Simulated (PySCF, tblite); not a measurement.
**CH₆AlBO₃Si, a small gas-phase stand-in for a defect centre: NMR shifts, core binding energies and electronic excitations**

What NMR shifts, core binding energies and electronic excitations should one expect for `[OH][Al]([OH])[O][C]B[SiH3]`? It is drawn as: twofold C.

Programs: tblite 0.8.0 and PySCF 2.14.0. All values are calculated, for the isolated system unless a continuum is named. Atoms count from 0, parts from 1.

## Step 1: The system as given

13 atoms, charge 0, multiplicity 1; geometry: distance geometry start.

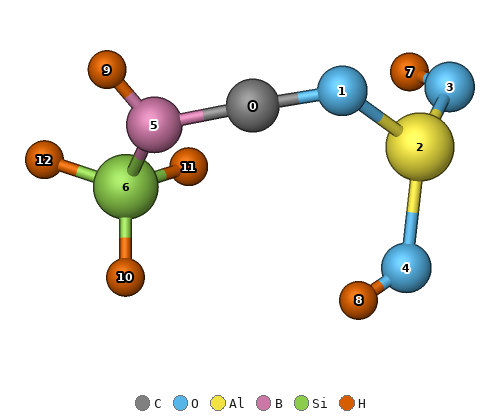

The starting geometry (carbon grey, oxygen blue, aluminium yellow, boron pink, silicon green, hydrogen orange), atoms numbered.

## Step 2: Relaxing the cluster with GFN1-xTB

The job: settings as JSON, then the geometry in Å.

```
{"job": {"kind": "relax", "xc": "GFN1-xTB", "basis": "xTB"}, "charge": 0, "multiplicity": 1}
C     -1.440018     0.568164     1.082448
O     -1.495951     1.605207     0.142083
Al    -0.084836     2.025266    -1.027663
O     -0.174097     1.274727    -2.743722
O      1.629421     2.133927    -0.249419
B     -1.228001    -0.706729     1.969139
Si     0.295323    -1.827452     1.526308
H     -0.143679     0.336147    -2.924829
H      1.837370     1.872912     0.656526
H     -2.197467    -1.270148     2.270912
H      1.425972    -1.401422     2.273174
H      0.551334    -1.708139     0.142248
H      0.000266    -3.178912     1.798589
```

Method: GFN1-xTB geometry optimisation, gas phase.

The run is started by

```sh
> OMP_NUM_THREADS=1 python cluster_run.py task.json out
```

One launch serves the whole session: the jobs run in the order shown.

The log of the run:

```text
step      E/eV     max force
  0    -652.75266    6.079
  1    -653.71185    3.781
  2    -654.27373    5.674
  3    -654.52544    2.623
  4    -654.73057    1.292
  5    -654.91422    1.327
  6    -654.97948    0.855
  7    -655.04769    0.733
  8    -655.06857    0.640
  9    -655.13558    0.647
 10    -655.15970    0.405
 11    -655.18202    0.433
 12    -655.19839    0.485
 13    -655.22695    0.481
 14    -655.25903    0.504
 15    -655.28436    0.568
 16    -655.30671    0.476
 17    -655.32748    0.518
 18    -655.34970    0.564
 19    -655.37276    0.475
 20    -655.39731    0.434
 21    -655.41583    0.889
 22    -655.44132    0.509
 23    -655.46035    0.416
 24    -655.48628    0.666
 25    -655.49880    0.505
 26    -655.51178    0.394
 27    -655.53198    0.403
 28    -655.54231    0.379
 29    -655.55263    0.244
 30    -655.55882    0.127
 31    -655.56077    0.116
 32    -655.56339    0.192
 33    -655.56596    0.249
 34    -655.57005    0.272
 35    -655.57365    0.192
 36    -655.57623    0.109
 37    -655.57761    0.082
 38    -655.57895    0.116
 39    -655.58168    0.174
 40    -655.58614    0.207
 41    -655.59084    0.282
 42    -655.59401    0.253
 43    -655.59732    0.134
 44    -655.59884    0.094
 45    -655.60053    0.088
 46    -655.60182    0.105
 47    -655.60316    0.081
 48    -655.60430    0.069
 49    -655.60534    0.084
 50    -655.60622    0.092
 51    -655.60704    0.079
 52    -655.60773    0.065
 53    -655.60816    0.048
 54    -655.60837    0.043
 55    -655.60852    0.040
 56    -655.60869    0.036
 57    -655.60889    0.041
 58    -655.60909    0.033
 59    -655.60922    0.026
 60    -655.60929    0.020
 61    -655.60933    0.019
 62    -655.60939    0.030
 63    -655.60950    0.041
 64    -655.60969    0.047
 65    -655.60994    0.042
 66    -655.61013    0.033
 67    -655.61024    0.029
 68    -655.61032    0.031
 69    -655.61047    0.041
 70    -655.61077    0.064
 71    -655.61132    0.075
 72    -655.61200    0.078
 73    -655.61254    0.054
 74    -655.61289    0.049
 75    -655.61320    0.051
 76    -655.61369    0.077
 77    -655.61464    0.108
 78    -655.61595    0.105
 79    -655.61706    0.087
 80    -655.61767    0.048
 81    -655.61803    0.049
 82    -655.61846    0.067
 83    -655.61907    0.075
 84    -655.61970    0.136
 85    -655.62031    0.106
 86    -655.62070    0.066
 87    -655.62095    0.034
 88    -655.62107    0.026
 89    -655.62116    0.034
 90    -655.62123    0.022
 91    -655.62132    0.037
 92    -655.62159    0.063
 93    -655.62280    0.135
 94    -655.60257    0.452
 95    -655.62346    0.174
 96    -655.62405    0.134
 97    -655.62536    0.138
 98    -655.59894    0.450
 99    -655.62935    0.124
100    -655.63182    0.117
101    -655.63128    0.223
102    -655.63686    0.090
103    -655.63803    0.096
104    -655.64103    0.132
105    -655.64284    0.146
106    -655.64633    0.115
107    -655.64765    0.105
108    -655.64879    0.122
109    -655.64912    0.225
110    -655.64996    0.058
111    -655.65026    0.043
112    -655.65070    0.063
113    -655.65109    0.064
114    -655.65139    0.045
115    -655.65166    0.043
116    -655.65201    0.068
117    -655.65251    0.097
118    -655.65316    0.095
119    -655.65395    0.078
120    -655.65493    0.096
121    -655.65622    0.158
122    -655.65788    0.185
123    -655.65988    0.165
124    -655.66174    0.161
125    -655.66375    0.140
126    -655.66541    0.098
127    -655.66672    0.094
128    -655.66731    0.110
129    -655.66838    0.098
130    -655.67009    0.086
131    -655.67081    0.069
132    -655.67115    0.138
133    -655.67219    0.091
134    -655.67306    0.095
135    -655.67415    0.078
136    -655.67475    0.146
137    -655.67550    0.111
138    -655.67662    0.099
139    -655.67709    0.078
140    -655.67780    0.072
141    -655.67852    0.066
142    -655.67938    0.062
143    -655.68039    0.070
144    -655.68121    0.057
145    -655.68175    0.057
146    -655.68218    0.054
147    -655.68262    0.056
148    -655.68315    0.060
149    -655.68372    0.085
150    -655.68416    0.079
151    -655.68444    0.055
152    -655.68470    0.061
153    -655.68516    0.092
154    -655.68588    0.097
155    -655.68690    0.106
156    -655.68801    0.116
157    -655.68902    0.087
158    -655.68979    0.071
159    -655.69057    0.081
160    -655.69149    0.156
161    -655.69266    0.114
162    -655.69409    0.151
163    -655.69460    0.101
164    -655.69511    0.053
165    -655.69549    0.088
166    -655.69595    0.094
167    -655.69648    0.045
168    -655.69692    0.059
169    -655.69738    0.113
170    -655.69814    0.144
171    -655.69907    0.134
172    -655.70023    0.094
173    -655.70131    0.087
174    -655.70203    0.053
175    -655.70231    0.056
176    -655.70244    0.035
177    -655.70258    0.031
178    -655.70272    0.038
179    -655.70279    0.031
180    -655.70287    0.020
181    -655.70293    0.022
182    -655.70297    0.017
183    -655.70301    0.016
184    -655.70303    0.018
185    -655.70307    0.016
186    -655.70311    0.021
187    -655.70315    0.018
188    -655.70318    0.021
189    -655.70321    0.024
190    -655.70325    0.023
191    -655.70329    0.021
192    -655.70334    0.019
193    -655.70336    0.011
194    -655.70337    0.008
```

Run time: 6.9 s. Hardware: 1 thread of Arm Neoverse V1, shared host.

Relaxation path:

| step | energy from step 0 (eV) | largest force (eV/Å) |
| --- | --- | --- |
| 0 | 0.0000 | 6.0793 |
| 8 | -2.3159 | 0.6400 |
| 16 | -2.5540 | 0.4763 |
| 24 | -2.7336 | 0.6660 |
| 32 | -2.8107 | 0.1917 |
| 40 | -2.8335 | 0.2072 |
| 48 | -2.8516 | 0.0686 |
| 56 | -2.8560 | 0.0358 |
| 64 | -2.8570 | 0.0471 |
| 72 | -2.8593 | 0.0786 |
| 80 | -2.8650 | 0.0482 |
| 88 | -2.8684 | 0.0264 |
| 96 | -2.8714 | 0.1344 |
| 104 | -2.8884 | 0.1320 |
| 112 | -2.8980 | 0.0628 |
| 120 | -2.9023 | 0.0962 |
| 128 | -2.9147 | 0.1098 |
| 136 | -2.9221 | 0.1457 |
| 144 | -2.9285 | 0.0570 |
| 152 | -2.9320 | 0.0604 |
| 160 | -2.9388 | 0.1566 |
| 168 | -2.9443 | 0.0582 |
| 176 | -2.9498 | 0.0350 |
| 184 | -2.9504 | 0.0182 |
| 192 | -2.9507 | 0.0195 |
| 194 | -2.9507 | 0.0083 |

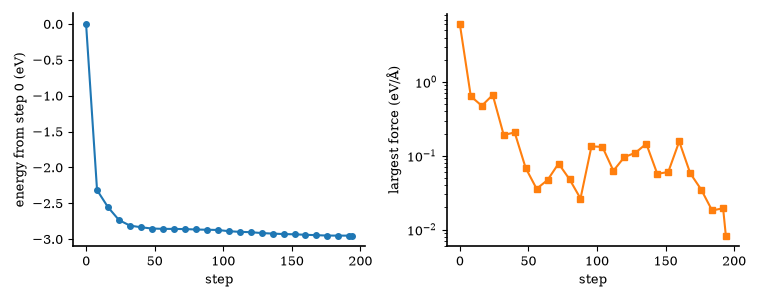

Energy and largest force along the relaxation.

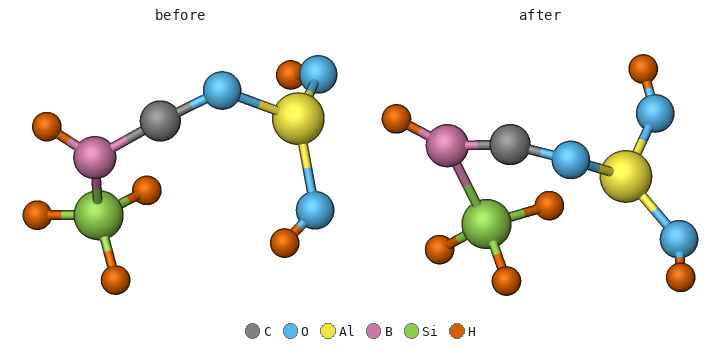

The geometry before (left) and after (right).

Distances of close pairs at the start and the end, largest changes first:

| bond | before (Å) | after (Å) | change (Å) |
| --- | --- | --- | --- |
| Al2–H11 | 3.964 | 1.893 | -2.071 |
| Al2–O4 | 1.886 | 1.678 | -0.208 |
| C0–B5 | 1.567 | 1.371 | -0.197 |
| Al2–O3 | 1.875 | 1.683 | -0.192 |
| C0–O1 | 1.401 | 1.272 | -0.129 |
| Si6–H11 | 1.413 | 1.527 | +0.114 |
| O1–Al2 | 1.880 | 1.816 | -0.064 |
| B5–Si6 | 1.942 | 1.998 | +0.056 |

## Step 3: Optimising the geometry at PBE0-D3(BJ)/def2-SVP

The job: settings as JSON, then the geometry in Å.

```
{"job": {"xc": "PBE0", "basis": "def2-SVP", "d3": "d3bj", "grid": 2, "kind": "geom", "shake": 0.01}, "charge": 0, "multiplicity": 1}
C     -1.402890     0.221120     0.818851
O     -0.697582     1.174743     0.349402
Al     0.476593     0.975773    -1.015318
O     -0.020248     0.865979    -2.596459
O      1.958118     1.773000    -0.846457
B     -1.767287    -1.013107     1.217095
Si     0.220208    -1.225465     0.990606
H     -0.841745     0.630580    -3.051650
H      2.453124     2.134498    -0.078937
H     -2.679585    -1.649557     1.592088
H      1.096662    -0.473411     1.881122
H      0.663451    -0.810452    -0.403520
H      0.551391    -2.621072     1.150581
```

The log of the run:

```text
step   0  E = -823.28100707  max force = 0.030868
step   1  E = -823.29086394  max force = 0.006687
step   2  E = -823.28585269  max force = 0.025022
step   3  E = -823.29078988  max force = 0.010023
step   4  E = -823.29166797  max force = 0.008005
step   5  E = -823.29260308  max force = 0.004791
step   6  E = -823.29309190  max force = 0.002895
step   7  E = -823.29371580  max force = 0.002476
step   8  E = -823.29413318  max force = 0.002600
step   9  E = -823.29469051  max force = 0.003148
step  10  E = -823.29508660  max force = 0.003031
step  11  E = -823.29539593  max force = 0.003373
step  12  E = -823.29554089  max force = 0.002568
step  13  E = -823.29572387  max force = 0.003001
step  14  E = -823.29587522  max force = 0.001923
step  15  E = -823.29596653  max force = 0.002237
step  16  E = -823.29600732  max force = 0.001821
step  17  E = -823.29606006  max force = 0.001774
step  18  E = -823.29609069  max force = 0.000773
step  19  E = -823.29610194  max force = 0.000556
step  20  E = -823.29610730  max force = 0.000360
optimisation converged
```

It took 4.1 min on 1 thread of Arm Neoverse V1, shared host; peak memory 0.78 GiB.

Relaxation path: (the energy doesn't fall at every step)

| step | energy from step 0 (eV) | largest force component (eV/Å) |
| --- | --- | --- |
| 0 | 0.0000 | 1.5873 |
| 1 | -0.2682 | 0.3439 |
| 2 | -0.1319 | 1.2867 |
| 3 | -0.2662 | 0.5154 |
| 4 | -0.2901 | 0.4116 |
| 5 | -0.3155 | 0.2464 |
| 6 | -0.3288 | 0.1489 |
| 7 | -0.3458 | 0.1273 |
| 8 | -0.3572 | 0.1337 |
| 9 | -0.3723 | 0.1619 |
| 10 | -0.3831 | 0.1559 |
| 11 | -0.3915 | 0.1734 |
| 12 | -0.3955 | 0.1321 |
| 13 | -0.4005 | 0.1543 |
| 14 | -0.4046 | 0.0989 |
| 15 | -0.4071 | 0.1150 |
| 16 | -0.4082 | 0.0936 |
| 17 | -0.4096 | 0.0912 |
| 18 | -0.4104 | 0.0397 |
| 19 | -0.4108 | 0.0286 |
| 20 | -0.4109 | 0.0185 |

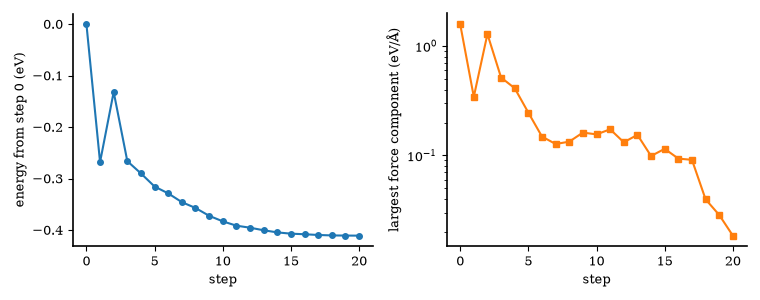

Energy and largest force along the relaxation.

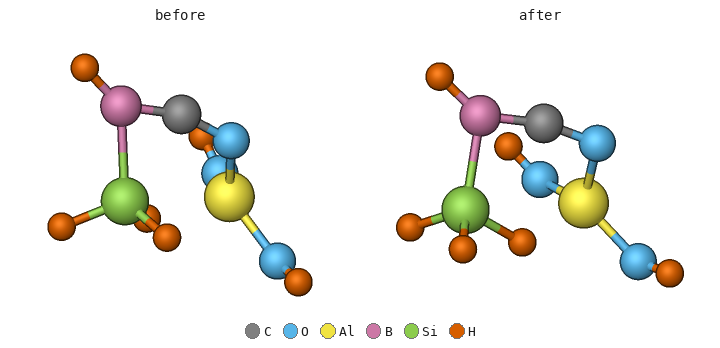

The geometry before (left) and after (right).

Distances of close pairs at the start and the end, largest changes first:

| bond | before (Å) | after (Å) | change (Å) |
| --- | --- | --- | --- |
| Si6–H12 | 1.443 | 1.495 | +0.051 |
| Si6–H10 | 1.458 | 1.496 | +0.038 |
| Si6–H11 | 1.521 | 1.556 | +0.035 |
| C0–B5 | 1.347 | 1.379 | +0.031 |
| Al2–O3 | 1.661 | 1.687 | +0.026 |
| O4–H8 | 0.982 | 0.957 | -0.026 |
| O1–Al2 | 1.811 | 1.836 | +0.025 |
| C0–O1 | 1.276 | 1.251 | -0.024 |

The next job starts from the end point, and lists it.

| at the end point | value |
| --- | --- |
| point group (found at 0.08 Å tolerance) | C1 |
| rotational constants (GHz, main isotopes) | 2.688, 1.224, 1.166 |
| dipole moment (D) | 1.26 |

## Step 4: Shielding tensors: PBE0/pcSseg-1

The job: settings as JSON, then the geometry in Å.

```
{"job": {"kind": "nmr", "xc": "PBE0", "basis": "pcSseg-1"}, "charge": 0, "multiplicity": 1}
C     -1.311963     0.524835     0.720866
O     -0.727168     1.578365     0.382828
Al     0.485858     1.119155    -0.916801
O     -0.125363     0.299341    -2.258528
O      1.870605     2.073473    -0.976112
B     -1.671037    -0.771738     1.021531
Si     0.237205    -1.370917     0.938587
H     -0.909871    -0.251124    -2.234952
H      2.205646     2.683788    -0.320243
H     -2.612102    -1.494674     1.168075
H      1.031819    -1.558354     2.192623
H      1.096519    -0.285857     0.228753
H      0.440150    -2.563303     0.060600
```

With the program's defaults for keys left out, this is: GIAO PBE0/pcSseg-1 NMR shielding, non-relativistic, gas phase.

The log of the run:

```text
coarse grid: 12400 points
cycle   1  E = -823.2967198142  dE =  8.922e-01  |g| = 1.192e+00  |ddm| = 3.392e+00
cycle   2  E = -822.8263289045  dE =  4.704e-01  |g| = 1.954e+00  |ddm| = 2.676e+00
cycle   3  E = -823.5524627280  dE = -7.261e-01  |g| = 1.551e-01  |ddm| = 2.018e+00
cycle   4  E = -823.5578598103  dE = -5.397e-03  |g| = 6.035e-02  |ddm| = 2.255e-01
cycle   5  E = -823.5587811746  dE = -9.214e-04  |g| = 2.933e-02  |ddm| = 8.031e-02
cycle   6  E = -823.5589782482  dE = -1.971e-04  |g| = 8.411e-03  |ddm| = 2.895e-02
cycle   7  E = -823.5589954669  dE = -1.722e-05  |g| = 2.198e-03  |ddm| = 9.271e-03
cycle   8  E = -823.5589963247  dE = -8.579e-07  |g| = 8.558e-04  |ddm| = 2.126e-03
final grid: 112088 points
cycle   9  E = -823.6282579900  dE = -2.057e-05  |g| = 1.050e-02  |ddm| = 2.161e-02
cycle  10  E = -823.6282218491  dE =  3.614e-05  |g| = 1.750e-02  |ddm| = 1.802e-02
cycle  11  E = -823.6282772814  dE = -5.543e-05  |g| = 1.505e-03  |ddm| = 1.168e-02
cycle  12  E = -823.6282777825  dE = -5.011e-07  |g| = 4.478e-04  |ddm| = 1.526e-03
cycle  13  E = -823.6282778249  dE = -4.241e-08  |g| = 1.234e-04  |ddm| = 4.189e-04
cycle  14  E = -823.6282778290  dE = -4.075e-09  |g| = 4.107e-05  |ddm| = 1.417e-04
cycle  15  E = -823.6282778294  dE = -4.361e-10  |g| = 1.545e-05  |ddm| = 5.104e-05
converged SCF energy = -823.6282778294

GIAO shielding tensors (ppm)
atom      isotropic    diamagn.    paramagn.     s11        s22        s33       span
  0 C      -68.520     265.057    -333.578   -141.595    -58.654     -5.312    136.283
  1 O       67.847     401.319    -333.473    -36.892     -0.561    240.994    277.886
  2 Al     502.650     796.486    -293.836    433.135    458.344    616.471    183.336
  3 O      326.424     389.728     -63.305    290.980    311.774    376.517     85.537
  4 O      316.184     388.697     -72.513    286.891    313.100    348.563     61.672
  5 B      153.827     207.064     -53.237    113.010    145.243    203.228     90.218
  6 Si     330.353     881.882    -551.529    208.077    344.851    438.131    230.054
  7 H       29.548      32.223      -2.675     21.133     25.168     42.343     21.210
  8 H       29.521      31.374      -1.853     21.584     23.111     43.866     22.282
  9 H       29.629      29.351       0.277     25.972     26.761     36.153     10.181
 10 H       25.811      29.660      -3.849     22.678     23.550     31.205      8.527
 11 H       29.065      36.143      -7.078     25.047     29.135     33.013      7.966
 12 H       25.749      30.240      -4.490     22.729     23.917     30.601      7.872
```

Run time: 23 s. Hardware: 1 thread of Arm Neoverse V1, shared host; peak memory 0.92 GiB.

Shifts follow as δ = σ(reference) − σ, with reference shieldings (ppm) from runs at the same level and on the same kind of geometry: ¹H TMS 31.27, ¹³C TMS 184.4, ²⁹Si TMS 352.0, ¹⁷O H2O 334.6, ¹¹B BF3·OEt2 100.7, ²⁷Al AlH4- 489.3. The references are single molecules in the gas phase, so shifts against H2O, NH3, PH3, H3PO4 or CFCl3 are not on the usual liquid scales and can be off by tens of ppm. Shifts against hydride references such as AlH4− lie on their own scale.

| atoms | environment | σ (ppm) | δ (ppm) |
| --- | --- | --- | --- |
| C0 | carbon bonded to B, O | -68.5 | 252.9 |
| H12 | hydrogen on a silicon bonded to B | 25.75 | 5.52 |
| H10 | hydrogen on a silicon bonded to B | 25.81 | 5.46 |
| H11 | hydrogen on a silicon bonded to B | 29.07 | 2.20 |
| H8 | hydrogen on an oxygen bonded to Al | 29.52 | 1.75 |
| H7 | hydrogen on an oxygen bonded to Al | 29.55 | 1.72 |
| H9 | hydrogen on a boron bonded to C, Si | 29.63 | 1.64 |
| O1 | oxygen bonded to C, Al | 67.8 | 266.7 |
| O4 | oxygen bonded to Al, H | 316.2 | 18.4 |
| O3 | oxygen bonded to Al, H | 326.4 | 8.1 |
| Al2 | aluminium bonded to 3 O | 502.6 | -13.4 |
| B5 | boron bonded to C, Si, H | 153.8 | -53.1 |
| Si6 | silicon bonded to B, 3 H | 330.4 | 21.6 |

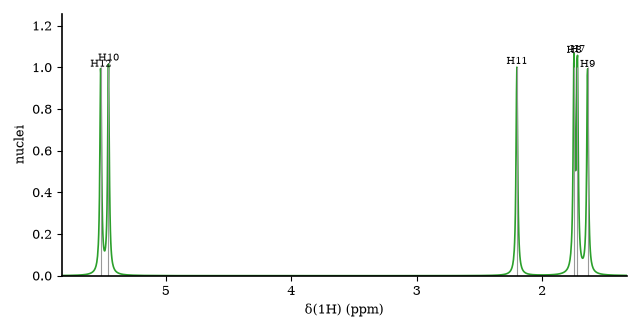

¹H lines at the computed shifts, without couplings. Lines are broadened to a width of 0.02 ppm (Lorentzian).

Charges from the same density, by scheme (e):

| atoms | Mulliken | IAO | Hirshfeld | ESP fit |
| --- | --- | --- | --- | --- |
| C0 | -0.01 | 0.17 | 0.02 | 0.37 |
| O1 | -0.51 | -0.45 | -0.18 | -0.46 |
| Al2 | 1.31 | 1.36 | 0.63 | 1.27 |
| O3 | -0.64 | -0.82 | -0.39 | -0.80 |
| O4 | -0.64 | -0.81 | -0.38 | -0.80 |
| B5 | -0.12 | -0.53 | -0.12 | -0.72 |
| Si6 | 0.30 | 0.63 | 0.31 | 0.59 |

IAO charges:

C0 0.17; O1 -0.45; Al2 1.36; O3 -0.82; O4 -0.81; B5 -0.53; Si6 0.63; H7 0.37; H8 0.37; H9 0.08; H10 -0.10; H11 -0.18; H12 -0.09

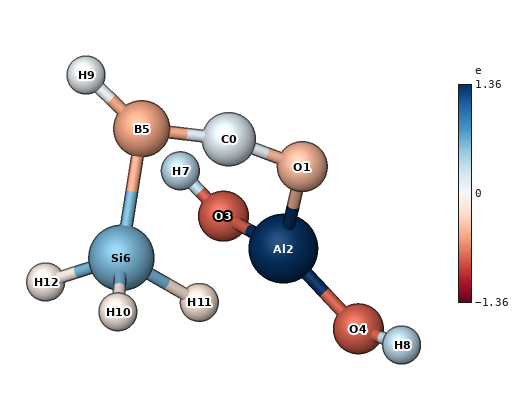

IAO charges, as colours on the atoms.

Mayer bond orders: C0–O1 1.28, O1–Al2 0.56, Al2–O3 0.98, Al2–O4 1.01, C0–B5 1.75, B5–Si6 0.75.

(Part 1 of 2 ends here.)
